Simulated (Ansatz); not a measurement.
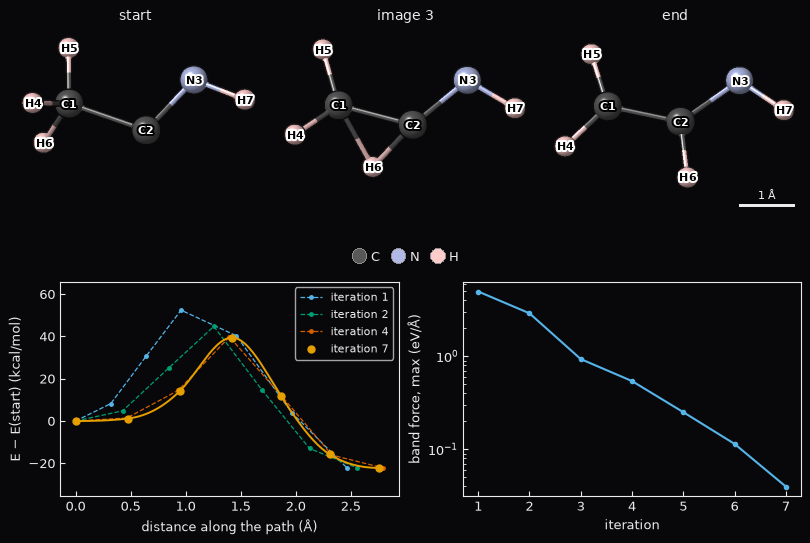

A search for the minimum-energy path of C₂H₄N (charge −1) by the nudged elastic band. Images are numbered from 0 (start) to 6 (end). The plot follows the band through its iterations. Style: ball-and-stick. Shown at a tilt.

Computed with UKS B3LYP-D4/def2-SVP in Ansatz 0.2.0. Settings: 5 movable images; climbing image; force threshold 0.05 eV/Å; iteration limit 60; starting path through a guess of the saddle point.

**How did the profile develop, and is the result final?**

The result is final at these settings. The band converged in 7 iterations. The largest component of the band force went from 5 to 0.04 eV/Å. The climbing image converged on the top of the path. Its vibrational analysis gives one imaginary mode (1594i cm⁻¹), as a transition state must have. The first iteration put the highest image at 52.5 kcal/mol. The highest point, image 3, lies 39.5 kcal/mol above the start and 61.7 kcal/mol above the end; the end is at −22.2 kcal/mol relative to the start.

Limits of the set-up: the basis has no diffuse functions, which an anion needs.
